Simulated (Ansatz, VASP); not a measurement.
## Cross-check of Ge (germanene) between VASP and Ansatz

One calculation is typed for both programs; each brings its own data sets. How far apart do they land? Valence electrons are named where the data sets of a main pair hold unlike numbers.

Program: Ansatz 0.2.0. Level of theory: plane waves, with VASP 6.6.1 beside it; band structure at PBE with D3(BJ), spin-orbit coupling. Results are calculated unless marked as measured.

## 1. Set-up

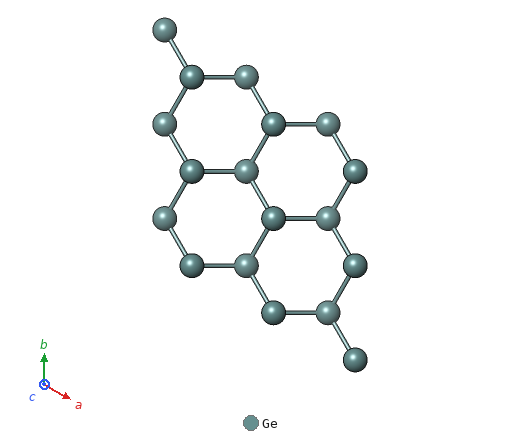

The cell as given, from above (germanium teal). 3×3×1 cells are drawn.

The cell holds 2 atoms: 2 Ge. Its edges and angles: a = 4.037 Å, b = 4.037 Å, c = 22.000 Å, α = 90.0°, β = 90.0°, γ = 120.0°. Vacuum lies along c.

## 2. Ansatz: band structure, PBE with D3(BJ), spin-orbit coupling

Ansatz runs on its fully relativistic PAW (standard-fr) files.

Levels along a path test the potential and the projectors away from the mesh points.

input.yaml

```yaml
crystal:
  lattice:
    - [4.0367434961, 0.0, 0.0]
    - [-2.0183717481, 3.4959224162, 0.0]
    - [0.0, 0.0, 22.0]
  atoms:
    - { symbol: Ge, position: [0.3333333333, 0.6666666667, 0.4841343359] }
    - { symbol: Ge, position: [0.6666666667, 0.3333333333, 0.5158656641] }
hamiltonian:
  xc: pbe
  pseudopotentials: { kind: paw_fr }
  dispersion: d3bj
magnetization:
  noncollinear: true
  spin_orbit: true
kpoints:
  mp_grid: { grid: [9, 9, 1] }
  band_path:
    path:
      - [0.0, 0.0, 0.0]
      - [0.03846, 0.0, 0.0]
      - [0.07692, 0.0, 0.0]
      - [0.15385, 0.0, 0.0]
      - [0.19231, 0.0, 0.0]
      - [0.26923, 0.0, 0.0]
      - [0.30769, 0.0, 0.0]
      - [0.34615, 0.0, 0.0]
      - [0.42308, 0.0, 0.0]
      - [0.46154, 0.0, 0.0]
      - [0.5, 0.0, 0.0]
      - [0.48718, 0.02564, 0.0]
      - [0.47436, 0.05128, 0.0]
      - [0.44872, 0.10256, 0.0]
      - [0.4359, 0.12821, 0.0]
      - [0.41026, 0.17949, 0.0]
      - [0.39744, 0.20513, 0.0]
      - [0.37179, 0.25641, 0.0]
      - [0.35897, 0.28205, 0.0]
      - [0.34615, 0.30769, 0.0]
      - [0.33333, 0.33333, 0.0]
      - [0.30769, 0.30769, 0.0]
      - [0.25641, 0.25641, 0.0]
      - [0.23077, 0.23077, 0.0]
      - [0.20513, 0.20513, 0.0]
      - [0.15385, 0.15385, 0.0]
      - [0.12821, 0.12821, 0.0]
      - [0.07692, 0.07692, 0.0]
      - [0.05128, 0.05128, 0.0]
      - [0.0, 0.0, 0.0]
    npoints: 1
scf:
  occupations: { method: gaussian, width: 0.03 }
  n_extra_bands: 14
efield:
  axis: 3
  dipole_correction: true
  ramp_width: 0.04
output:
  forces: true
  eigenvalues: true
```

On the command line:

```bash
$ ansatz run input.yaml --threads 2 --pin off --max-ram 4608MiB --backend cpu --events-out ev --progress --plain --runs-dir out
```

Numbers of over 12 decimals in the logs are rounded to 6 here.

Log:

```text
scf.n_extra_bands = 14 over 28 filled bands (N_el = 28.0): the run solves 42 bands
Engine: ansatz 0.2.0, aarch64-unknown-linux-gnu
Pseudopotentials: kind: paw_fr
Pseudopotential: Ge, paw_fr, valence charge 14, recommended cutoff 420 eV (normal), Ge.paw.azcp#standard-fr
Functional definition: PBE
  parameter kappa = 0.804
  parameter beta = 0.066725
  exchange = pbe_x(kappa = kappa, mu = beta*pi^2/3)
  correlation = pbe_c(beta = beta)
non-collinear run that drives no moment, with spin-orbit: no starting moment large enough to seed its density (crystal.atoms[].spin), no starting occupations that ask for one, no magnetisation constraint and no magnetic field, so the semilocal B_xc is pinned to zero
Crystal: 2 atoms, lattice volume = 310.467 Å³
Basis set: ecut = 420 eV, 6073 PW (Γ), exchange–correlation on 54×54×300 points (8 copies of the dense FFT grid, shifted against one another)
Bands: 42, of which v1, the nominal top of the filled ones, is band 28 counted from 1 (27 counted from 0)
Symmetry: 6 space group operations + 6 with time reversal
k-points: 12 of 81 (time reversal used)
Projection manifold: j_resolved (fully-relativistic pseudo-atomic orbitals)
Non-local potential: Ge, projectors of the file, l = 0: 2, l = 1: 4, l = 2: 6, l = 3: 2
PAW form: soft (Blöchl's): semilocal exchange-correlation on the pseudo side does not see the compensation charge
PAW one-centre angular grid: Ge, 590 points (default); XC on 64 Gauss nodes
Initial density: superposition of atomic densities (neutral atoms: chi_scale 0, normalization atom)
Initial wavefunctions: pseudopotential atomic-orbital guess
Functional: x = pbe(κ = 0.804, μ = 0.219515), c = pbe(β = 0.066725)
iter 1 solved again at ethr=1.88e-3 eV; its pass at ethr=3.10e-3 eV (dr2=5.27e-1 eV) is discarded
SCF iter   1: F=—  HF=-8589.648602 eV  |F-HF|=—  |Δ(HF+E_count)|=         —  Δρ=1.19e-2  dr2=5.34e-1  dr2_m=0.00e0 (ungated)  ethr=1.88e-3  |M|=0.00e0 ∫|m|=0.00e0 μB  |m|>n=0.0e0 m-floor=0.0e0 τ_xc=0.0e0  β_m=1.00  p=0.000 e·Å  D=1.45e-16 V/Å  ΔV_dip=-0.00 eV  dr2_dipole=3.71e-14  V_vac-E_F(+/−)=5.54/5.54 eV  ⟨swp⟩=3.3  Hψ=3828  notcnv=0  defer=1
efield: sawtooth ramp at fractional position 0.9800 (placed from the atoms, in the widest stretch of the axis that holds none; the zero of the levels goes with the place), width 0.0400; the density the first Hamiltonian is built on has a dipole p = 0.000 e·Å; the dipole correction subtracts the counter field D = 1.45e-16 V/Å, which shifts the + side's vacuum level by -0.00 eV against the − side's; the planar-averaged density in the ramp window peaks in size at 6.8e-6 e/Å³
preconditioner: auto → LDOS  [metal: Δε(μ)=0.026 eV  Ē_g=10.112 eV  σ=0.030 eV  W_gap=0.46  n_scr=30 (ndim 8)  ℏωp=6.0 eV  f_vac=0.763  D(μ)=1.53/eV (n_scr^D=6)  β→1.0]
spin=Noncollinear: LDOS preconditioning applied to the charge; magnetization (m_x, m_y, m_z) channels mix plain (no charge-response kernel on spin).
SCF iter   2: F=—  HF=-8589.506870 eV  |F-HF|=—  |Δ(HF+E_count)|=   1.42e-1  Δρ=3.36e-3  dr2=3.22e-2  dr2_m=0.00e0 (ungated)  ethr=1.88e-3  |M|=0.00e0 ∫|m|=0.00e0 μB  |m|>n=0.0e0 m-floor=0.0e0 τ_xc=0.0e0  β_m=0.95  p=-0.000 e·Å  D=-4.25e-7 V/Å  ΔV_dip=0.00 eV  dr2_dipole=7.26e-11  V_vac-E_F(+/−)=4.67/4.67 eV  ⟨swp⟩=4.1  Hψ=1054  notcnv=0  defer=48
SCF iter   3: F=—  HF=-8589.511344 eV  |F-HF|=—  |Δ(HF+E_count)|=   4.47e-3  Δρ=9.49e-4  dr2=4.31e-3  dr2_m=0.00e0 (ungated)  ethr=1.15e-4  |M|=0.00e0 ∫|m|=0.00e0 μB  |m|>n=0.0e0 m-floor=0.0e0 τ_xc=0.0e0  β_m=0.91  p=0.000 e·Å  D=4.17e-7 V/Å  ΔV_dip=-0.00 eV  dr2_dipole=1.35e-11  V_vac-E_F(+/−)=4.61/4.61 eV  ⟨swp⟩=2.7  Hψ=929  notcnv=0  defer=110
SCF iter   4: F=—  HF=-8589.510753 eV  |F-HF|=—  |Δ(HF+E_count)|=   5.91e-4  Δρ=4.20e-4  dr2=9.34e-4  dr2_m=0.00e0 (ungated)  ethr=1.54e-5  |M|=0.00e0 ∫|m|=0.00e0 μB  |m|>n=0.0e0 m-floor=0.0e0 τ_xc=0.0e0  β_m=0.84  p=0.000 e·Å  D=2.70e-7 V/Å  ΔV_dip=-0.00 eV  dr2_dipole=6.17e-12  V_vac-E_F(+/−)=4.54/4.54 eV  ⟨swp⟩=2.0  Hψ=788  notcnv=0  defer=110
SCF iter   5: F=—  HF=-8589.510365 eV  |F-HF|=—  |Δ(HF+E_count)|=   3.88e-4  Δρ=1.97e-4  dr2=1.26e-4  dr2_m=0.00e0 (ungated)  ethr=3.34e-6  |M|=0.00e0 ∫|m|=0.00e0 μB  |m|>n=0.0e0 m-floor=0.0e0 τ_xc=0.0e0  β_m=0.75  p=0.000 e·Å  D=1.89e-7 V/Å  ΔV_dip=-0.00 eV  dr2_dipole=1.85e-12  V_vac-E_F(+/−)=4.49/4.49 eV  ⟨swp⟩=2.0  Hψ=752  notcnv=0  defer=110
SCF iter   6: F=—  HF=-8589.510352 eV  |F-HF|=—  |Δ(HF+E_count)|=   1.27e-5  Δρ=3.40e-5  dr2=5.89e-6  dr2_m=0.00e0 (ungated)  ethr=4.49e-7  |M|=0.00e0 ∫|m|=0.00e0 μB  |m|>n=0.0e0 m-floor=0.0e0 τ_xc=0.0e0  β_m=0.84  p=0.000 e·Å  D=1.50e-7 V/Å  ΔV_dip=-0.00 eV  dr2_dipole=5.34e-13  V_vac-E_F(+/−)=4.48/4.48 eV  ⟨swp⟩=2.0  Hψ=718  notcnv=0  defer=110
SCF iter   7: F=—  HF=-8589.510362 eV  |F-HF|=—  |Δ(HF+E_count)|=   9.69e-6  Δρ=6.04e-6  dr2=1.80e-7  dr2_m=0.00e0 (ungated)  ethr=2.10e-8  |M|=0.00e0 ∫|m|=0.00e0 μB  |m|>n=0.0e0 m-floor=0.0e0 τ_xc=0.0e0  β_m=0.92  p=0.000 e·Å  D=4.77e-8 V/Å  ΔV_dip=-0.00 eV  dr2_dipole=6.45e-16  V_vac-E_F(+/−)=4.47/4.47 eV  ⟨swp⟩=2.0  Hψ=532  notcnv=0  defer=110
SCF iter   8: F=-8589.510362 eV  HF=-8589.510362 eV  |F-HF|=8.27e-9  |Δ(HF+E_count)|=   2.84e-7  Δρ=6.28e-7  dr2=1.61e-9  dr2_m=0.00e0 (ungated)  ethr=3.57e-10  |M|=0.00e0 ∫|m|=0.00e0 μB  |m|>n=0.0e0 m-floor=0.0e0 τ_xc=0.0e0  p=0.000 e·Å  D=2.61e-8 V/Å  ΔV_dip=-0.00 eV  dr2_dipole=1.22e-14  V_vac-E_F(+/−)=4.47/4.47 eV  ⟨swp⟩=16.0  Hψ=3050  notcnv=0
SCF 1 converged in 8 iterations: F = -8589.510362 eV  dr2 = 1.61e-9
  greatest PAW one-centre occupation: 0.998 electrons in one spin orbital (limit 2), on the Ge atom at site 1 (counted from 0), in its partial waves of l = 2
NSCF: frozen V_eff on 30 k-points
efield: sawtooth ramp at fractional position 0.9800 (kept from the solve that this one continues, or follows in the run), width 0.0400; the density the first Hamiltonian is built on has a dipole p = 0.000 e·Å; the dipole correction subtracts the counter field D = 2.61e-8 V/Å, which shifts the + side's vacuum level by -0.00 eV against the − side's; the planar-averaged density in the ramp window peaks in size at 6.9e-6 e/Å³
SCF converged after 8 iterations
Magnetization: |M| = 0.0000 μB,  M = (+0.0000, +0.0000, +0.0000) μB
Absolute magnetization: 0.0000 μB (∫|m|)
  site 0: m = (+0.0000, +0.0000, +0.0000) μB, |m| = 0.0000 μB  (R = 1.00 Å)
  site 1: m = (+0.0000, +0.0000, +0.0000) μB, |m| = 0.0000 μB  (R = 1.00 Å)
Free energy (F): -8589.510362 eV
Harris-Foulkes:  -8589.510362 eV  (|F-HF|=8.27e-9)
Internal energy: -8589.509660 eV  (E = F + TS)
E sigma→0 (E₀):  -8589.510011 eV
Entropy (-TS):   -0.000703 eV (-0.351 meV/atom)
Fermi energy:    -2.613297 eV
Dipole field:    D = -0.000000 V/Å  (p = -0.000000 e·Å, saw-weighted, corrected)
Work function:   Φ+ = 4.4704 eV   Φ− = 4.4704 eV
Levels:          The Fermi level and band energies are counted from a zero that moves with the ramp; work functions are not
--- Per-component energies (eV) ---
  E_band       = -598.794857
  E_kinetic    = 220.050831
  E_local      = -19983.123375  (includes V_loc(G=0)·N_el)
  E_nonlocal   = 834.573496
  E_hartree    = 9538.602985
  E_xc         = -149.476936
  E_vxc        = -126.733470  (∫ρ·V_xc dr)
  E_paw        = -4037.336725  (= ΣΔE_a)
  E_vpaw       = -620.766662  (= ΣTr[D̂ρ^β])
  E_aug_tail   = 0.000630  (compensation charges beyond the density's cutoff)
  E_efield     = 0.000000  (sawtooth field / dipole correction)
  E_vefield    = 0.000000  (∫n·V_field dr)
  E_ewald      = 4987.505755
  E_disp       = -0.306320  (pairwise vdW)
  E_smearing   = -0.000703  (= −TS)
  E_closure    = -0.000000  (closes the sum)
  Σ components = -8589.510362   (vs F -8589.510362, Δ=0.00e0)
--- Forces (eV/Å), atoms counted from 1 ---
  atom   1  Ge     0.00000000     0.00000000     0.06760341
  atom   2  Ge     0.00000000    -0.00000000    -0.06760320
  max |Σ_I F_I| component: 2.11e-7 eV/Å
--- Band table (eV; the first three rows and the last of 12) ---
  k-point 0: bands = [... 24 lower, -3.1260, -3.1260, -2.9288, -2.9288, -2.0391, -2.0391, -0.3239, -0.3239, ... 10 higher]
  k-point 1: bands = [... 24 lower, -4.2171, -4.2171, -3.2904, -3.2904, -0.8756, -0.8756, -0.2664, -0.2664, ... 10 higher]
  k-point 2: bands = [... 24 lower, -4.7529, -4.7529, -3.8171, -3.8171, -0.7026, -0.7026, -0.2092, -0.2092, ... 10 higher]
  k-point 11: bands = [... 24 lower, -6.2888, -6.2888, -2.6258, -2.6258, -2.6008, -2.6008, 1.7863, 1.7863, ... 10 higher]
```

Run time: 79 s. Hardware: 2 threads of Arm Neoverse N1, shared host; peak memory 0.95 GiB.

The column dr2 measures how far the density is from self-consistency, as an energy; F and HF (Harris–Foulkes) agree once it is small.

## 3. VASP: band structure, PBE with D3(BJ), spin-orbit coupling

The same cell, functional, mesh and smearing now go to VASP, with its own data sets.

Lines of VASP's logs that name or quote its potential files are left out, and so is its time.

INCAR

```
SYSTEM = Ge
PREC = Normal
ENCUT = 350
EDIFF = 1E-06
NELM = 120
ISMEAR = 0
SIGMA = 0.03
LREAL = .FALSE.
ALGO = Fast
GGA = PE
IVDW = 12
LNONCOLLINEAR = .TRUE.
MAGMOM = 0 0 0 0 0 0
NBANDS = 20
GGA_COMPAT = .FALSE.
LASPH = .TRUE.
LSORBIT = .TRUE.
LWAVE = .FALSE.
LCHARG = .FALSE.
KPAR = 4
IDIPOL = 3
LDIPOL = .TRUE.
DIPOL = 0.5 0.5 0.5
```

POSCAR

```
Ge
1.0
    4.0367434961      0.0000000000      0.0000000000
   -2.0183717481      3.4959224162      0.0000000000
    0.0000000000      0.0000000000     22.0000000000
Ge
2
Direct
    0.3333333333      0.6666666667      0.4841343359
    0.6666666667      0.3333333333      0.5158656641
```

KPOINTS

```
Automatic mesh
0
Gamma
9 9 1
0 0 0
```

KPOINTS_OPT

```
Line mode
14
Line-mode
Reciprocal
  0.00000000   0.00000000   0.00000000 GAMMA
  0.50000000   0.00000000   0.00000000 M

  0.50000000   0.00000000   0.00000000 M
  0.33333333   0.33333333   0.00000000 K

  0.33333333   0.33333333   0.00000000 K
  0.00000000   0.00000000   0.00000000 GAMMA
```

PAW data sets: Ge (PBE family, release 64).

On the command line:

```bash
$ mpirun -np 4 vasp_ncl
```

Log:

```text
[banner, memory and clock lines left out]
running    4 mpi-ranks, on    1 nodes
 distrk:  each k-point on    1 cores,    4 groups
 distr:  one band on    1 cores,    1 groups

 POSCAR found type information on POSCAR Ge
 POSCAR found :  1 types and       2 ions
 LDA part: xc-table for (Slater+PW92), standard interpolation
 POSCAR, INCAR and KPOINTS ok, starting setup
 FFT: planning ... GRIDC
 FFT: planning ... GRID_SOFT
 FFT: planning ... GRID
 WAVECAR not read
 entering main loop
       N       E                     dE             d eps       ncg     rms          rms(c)
DAV:   1     0.388377854690E+02    0.38838E+02   -0.15071E+03   480   0.359E+02
DAV:   2    -0.328898159941E+01   -0.42127E+02   -0.38458E+02   736   0.790E+01
DAV:   3    -0.807391325357E+01   -0.47849E+01   -0.47298E+01   600   0.314E+01
DAV:   4    -0.819040486170E+01   -0.11649E+00   -0.11619E+00   720   0.607E+00
DAV:   5    -0.819292661827E+01   -0.25218E-02   -0.25194E-02   644   0.874E-01    0.273E+00
RMM:   6    -0.810048415815E+01    0.92442E-01   -0.41269E-02   567   0.947E-01    0.165E+00
RMM:   7    -0.803658710146E+01    0.63897E-01   -0.12033E-01   625   0.168E+00    0.225E-01
RMM:   8    -0.803651419358E+01    0.72908E-04   -0.65300E-03   650   0.556E-01    0.140E-01
RMM:   9    -0.803290888491E+01    0.36053E-02   -0.20362E-03   641   0.285E-01    0.587E-02
RMM:  10    -0.803292018068E+01   -0.11296E-04   -0.53961E-04   675   0.130E-01    0.436E-02
RMM:  11    -0.803345468303E+01   -0.53450E-03   -0.71974E-04   644   0.108E-01    0.293E-02
RMM:  12    -0.803385617031E+01   -0.40149E-03   -0.34054E-04   663   0.758E-02    0.223E-02
RMM:  13    -0.803460263124E+01   -0.74646E-03   -0.54674E-05   688   0.383E-02    0.962E-03
RMM:  14    -0.803474947126E+01   -0.14684E-03   -0.26536E-05   696   0.231E-02    0.975E-03
RMM:  15    -0.803497583573E+01   -0.22636E-03   -0.17340E-05   678   0.160E-02    0.362E-03
RMM:  16    -0.803506500491E+01   -0.89169E-04   -0.92462E-06   659   0.105E-02    0.209E-03
RMM:  17    -0.803508357588E+01   -0.18571E-04   -0.12427E-06   613   0.406E-03    0.919E-04
RMM:  18    -0.803512050383E+01   -0.36928E-04   -0.23575E-06   626   0.451E-03    0.423E-04
RMM:  19    -0.803512116712E+01   -0.66328E-06   -0.17874E-07   544   0.137E-03
   1 F= -.83414144E+01 E0= -.83410595E+01  d E =-.709755E-03  mag=    -0.0000     0.0000    -0.0000
 Start KPOINTS_OPT (optional k-point list driver)
k-point batch [1-12\42]
       N       E                     dE             ncg
DAV:   1    -0.284140180519E+03   -0.10917E+04      480
DAV:   2    -0.692246990476E+03   -0.40811E+03      768
DAV:   3    -0.750972758688E+03   -0.58726E+02      596
DAV:   4    -0.752336049104E+03   -0.13633E+01      696
DAV:   5    -0.752373668633E+03   -0.37620E-01      632
DAV:   6    -0.752375459223E+03   -0.17906E-02      672
DAV:   7    -0.752375538696E+03   -0.79473E-04      620
DAV:   8    -0.752375543767E+03   -0.50709E-05      676
DAV:   9    -0.752375544019E+03   -0.25149E-06      492
[...]
k-point batch [37-42\42]
       N       E                     dE             ncg
DAV:   1     0.741947498139E+03   -0.27395E+03      240
DAV:   2     0.564056883980E+03   -0.17789E+03      380
DAV:   3     0.535738190072E+03   -0.28319E+02      340
DAV:   4     0.535059146833E+03   -0.67904E+00      328
DAV:   5     0.535046423059E+03   -0.12724E-01      312
DAV:   6     0.535045805130E+03   -0.61793E-03      344
DAV:   7     0.535045782318E+03   -0.22812E-04      324
DAV:   8     0.535045781007E+03   -0.13105E-05      304
DAV:   9     0.535045780958E+03   -0.49208E-07      220
```

(Part 1 of 2 ends here.)

[Lines on the potential files, build, host, timing and source positions are cut from VASP's logs without a mark.]

[Logs are printed without paths, hosts, clocks, repeated set-up lines and the standing remarks that a program may print on its own settings, such as how far it seeks lower states.]

[Hosts, paths, dates, database ids (printed as entryN), source tags and the programs' standing remarks are cut or masked in the printed files.]
